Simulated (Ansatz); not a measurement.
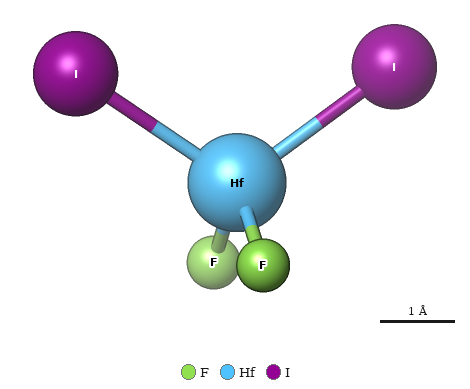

**Figure 1.** The structure (ball-and-stick view, seen at a tilt). Sticks mark near contacts. Bond lengths as drawn: F–Hf 1.88 Å and Hf–I 2.70 Å.

# Single-point calculation, with input and output: HfI2F2

- system: HfI2F2
- method: RKS PBE0-D4/def2-QZVPP (Ansatz 0.2.0)

The geometry comes from this level: PBE0-D4/def2-TZVP.

The program's output
```
Functional definition: PBE0
  name "PBE0"
  cite "Adamo & Barone, J. Chem. Phys. 110, 6158 (1999) doi:10.1063/1.478522"
  cite "Perdew, Burke & Ernzerhof, Phys. Rev. Lett. 77, 3865 (1996) doi:10.1103/PhysRevLett.77.3865"
  parent pbe
  parameter a = 0.25
  parameter kappa = 0.804
  parameter beta = 0.06672455060314922
  exchange = (1 - a)*pbe_x(kappa = kappa, mu = beta*pi^2/3) + a*exact_x
  correlation = pbe_c(beta = beta)
1715 factors; their error is unknown
mean field evaluation 1: about -22945.0416 eV, gradient 5.4e1 eV
mean field evaluation 2: about -22923.2419 eV, gradient 1.3e2 eV
mean field evaluation 4: about -22949.2378 eV, gradient 7.2e0 eV
mean field evaluation 8: about -22949.3366 eV, gradient 2.9e-1 eV
mean field evaluation 16: about -22949.4360 eV, gradient 2.4e-4 eV
mean field -22949.43597657 eV, -843.3762164526 hartree, gradient 1.6e-5 eV, S^2 0.000000; 0 other end points of the search recorded, 0 dependent functions left out
reference -22949.43600912 eV, -843.3762176486 hartree; 40, 40 occupied and 319, 319 virtual orbitals, 1715 factors
Total energy: -22949.58299277 eV, -843.3816191982 hartree
```

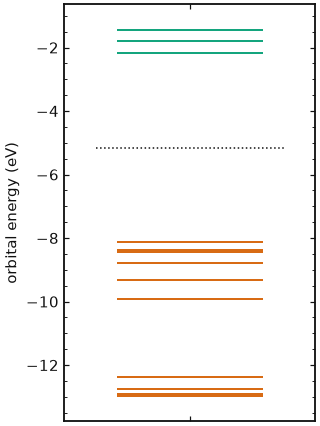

**Figure 2.** Orbital energies near the frontier; the dotted line parts filled from empty levels, and levels within 0.02 eV of each other stand side by side. Highest filled −8.14 eV, lowest empty −2.18 eV, 5.96 eV apart.

The run was set up as follows.

Input file
```yaml
crystal:
  periodic: [false, false, false]
  atoms:
    - {symbol: F, position_ang: [0.209189, -0.524670, 1.899742]}
    - {symbol: Hf, position_ang: [0.111256, -0.129040, 0.063377]}
    - {symbol: F, position_ang: [1.342369, -1.233654, -0.832469]}
    - {symbol: I, position_ang: [-2.379859, -0.643836, -0.836225]}
    - {symbol: I, position_ang: [0.766845, 2.457600, -0.335926]}
basis:
  gaussian: {orbitals: "def2-QZVPP.json"}
hamiltonian: {xc: pbe0, dispersion: d4}
output: {orbitals: {seedname: orbitals}}
```

Launched with:
```bash
ansatz run in.yaml --threads 4 --pin off --events-out ev --progress --plain --max-ram 10444MiB
```

Results in brief

| quantity | value |
| --- | --- |
| outcome | converged |
| total energy | −22949.5830 eV |
| mean-field energy | −22949.4360 eV |
| dispersion energy | −0.1470 eV |
| SCF solution under orbital rotations | stable |
| HOMO | −8.14 eV |
| LUMO | −2.18 eV |
| hardware | 4 threads of Intel Xeon @ 2.50GHz, 180 GiB of memory available, shared host |
| wall time | 21 s (CPU time 59 s) |
| peak memory | 1.4 GiB |
